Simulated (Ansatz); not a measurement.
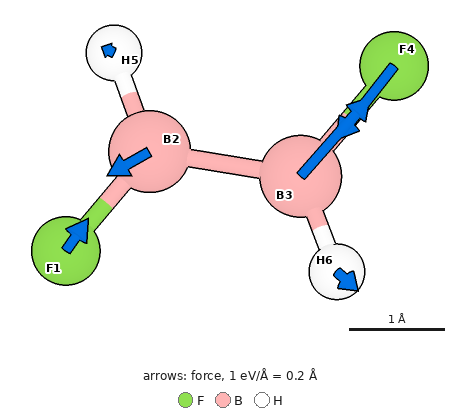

Starting geometry of B₂H₂F₂ with the computed forces as blue arrows. The picture is a ball-and-stick view, seen at a tilt.

The run prepares an end point of a later path (hydrogen shift) calculation, from a guessed geometry.

Theory: Ansatz 0.2.0, RKS B3LYP/def2-SVP.

The input:
```yaml
crystal:
  periodic: [false, false, false]
  atoms:
    - { symbol: F, position_ang: [-1.4741, 0.9509, -0.8097] }
    - { symbol: B, position_ang: [-0.1848, 0.7162, -0.3644] }
    - { symbol: B, position_ang: [0.133, -0.7299, 0.3428] }
    - { symbol: F, position_ang: [1.5814, -0.9974, 0.811] }
    - { symbol: H, position_ang: [0.6705, 1.5205, -0.5206] }
    - { symbol: H, position_ang: [-0.684, -1.5242, 0.4948] }
basis:
  gaussian: { orbitals: def2-SVP }
hamiltonian:
  xc: b3lyp
relax:
  f_tol: 0.02
  max_steps: 50
output:
  orbitals: {}
```

Run as
```bash
ansatz run input.yaml --threads 1 --pin off --max-ram 2048MiB --backend cpu --events-out ev --progress --plain --runs-dir out
```

What follows when this structure is relaxed?

It isn't relaxed: the largest force vector, on B3, is 5.69 eV/Å. The final displacements have little in common with the starting forces (cosine between the two patterns 0.22). F1 moves most after the best rigid fit: 0.86 Å. Largest moves by element: F 0.86 Å, H 0.81 Å, B 0.08 Å. Among the contacts that change: B3–F4 1.546 → 1.329 Å, B2–B3 1.641 → 1.718 Å, B3–H6 1.150 → 1.215 Å, F1–B2 1.384 → 1.329 Å. Among the angles between lasting bonds that change: F1–B2–H5 121.0° → 115.8°, F4–B3–H6 120.4° → 115.8°, B2–B3–F4 117.7° → 121.0°. Groups turn about B2–B3 by about 85°. After 23 accepted moves (26 points after the start) the energy has fallen by 1.014 eV. Largest force component: 5.3 eV/Å at the start, 0.01 eV/Å at the end. The line search rejected the trial steps at points 10, 19, 21 of the run. The forces were under the threshold at step 5, but the run went on from there. The run took 38 s on 1 thread of Intel(R) Xeon(R) Platinum 8488C (Sapphire Rapids), with other jobs on the host, peak memory 0.15 GiB.
